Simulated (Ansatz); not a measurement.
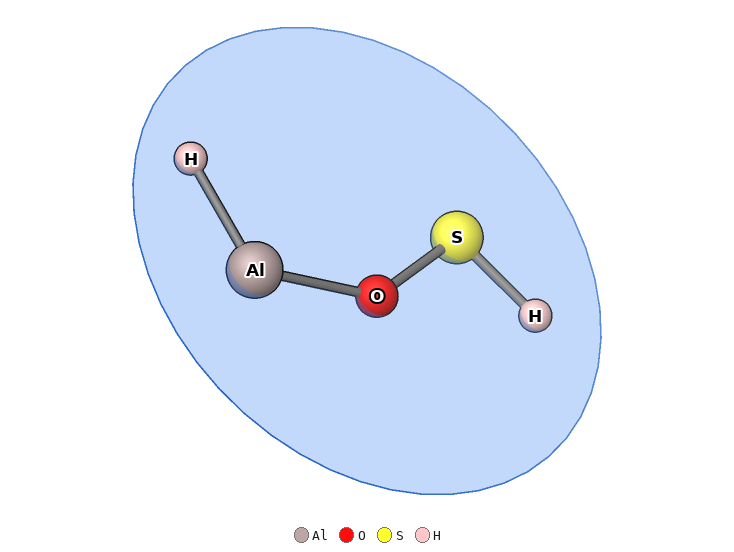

All proper rotation axes (lines) and mirror planes (discs) of the structure are drawn in. Depth is shown by fading: the farther an atom, the more it takes the colour of the background. Charge 0, doublet. Computed geometry: PBE0-D4/def2-TZVP optimisation. No frequency run is at hand to confirm it as a minimum.

Q: Name the symmetry elements and the point group.

A: It has 1 mirror plane. Point group Cs. The group has 2 operations. The geometry is achiral, and symmetry allows a dipole moment.
